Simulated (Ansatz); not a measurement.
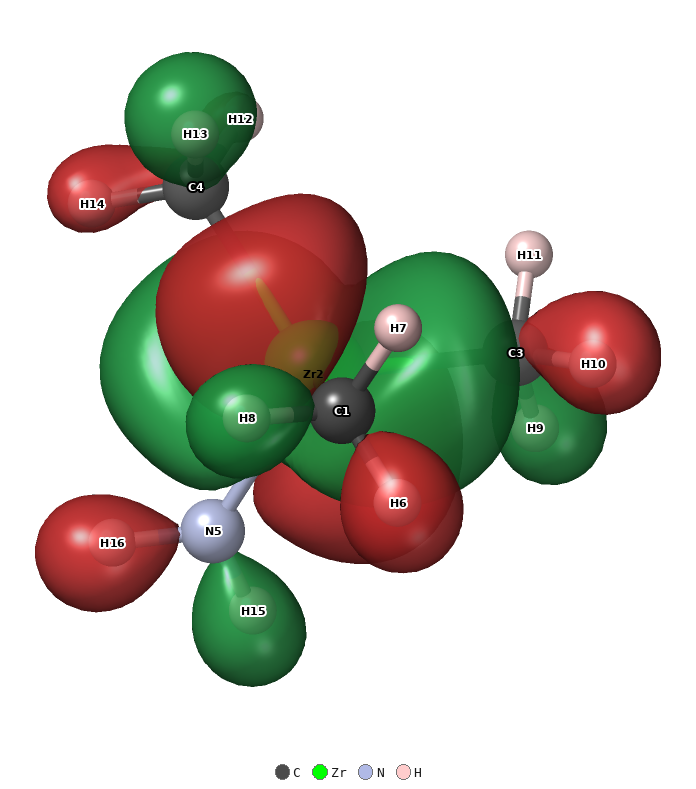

Figure 1: C3H11NZr (SMILES [CH3][Zr]([CH3])([CH3])[NH2]). The LUMO at ±0.06 Å⁻³ᐟ² (green and red are the two phases), seen at an oblique angle.

Geometry: PBE0-D4/def2-TZVP; core potentials replace the inner electrons of Zr.

These are results of RKS PBE0-D4/def2-TZVPP (Ansatz 0.2.0), not measurements.

```yaml
atoms:
  - { symbol: C, position_ang: [-0.3647, 1.0162, -1.8069] }
  - { symbol: Zr, position_ang: [-0.1122, 0.0442, 0.1834] }
  - { symbol: C, position_ang: [1.9431, 0.5043, 0.8960] }
  - { symbol: C, position_ang: [-0.4137, -2.1356, -0.1426] }
  - { symbol: N, position_ang: [-1.5305, 0.8019, 1.4159] }
  - { symbol: H, position_ang: [-0.2598, 2.1059, -1.7530] }
  - { symbol: H, position_ang: [0.3976, 0.6439, -2.5047] }
  - { symbol: H, position_ang: [-1.3459, 0.8051, -2.2482] }
  - { symbol: H, position_ang: [1.9496, 1.0586, 1.8424] }
  - { symbol: H, position_ang: [2.4714, 1.1169, 0.1534] }
  - { symbol: H, position_ang: [2.5314, -0.4101, 1.0463] }
  - { symbol: H, position_ang: [0.3751, -2.7219, 0.3466] }
  - { symbol: H, position_ang: [-0.3712, -2.3612, -1.2166] }
  - { symbol: H, position_ang: [-1.3766, -2.5017, 0.2317] }
  - { symbol: H, position_ang: [-1.4049, 1.5523, 2.0830] }
  - { symbol: H, position_ang: [-2.4886, 0.4812, 1.4732] }
```

### What is the character of this orbital?

By Hirshfeld shares it lies mainly on Zr2 (about 70 %). Its energy is −0.74 eV.
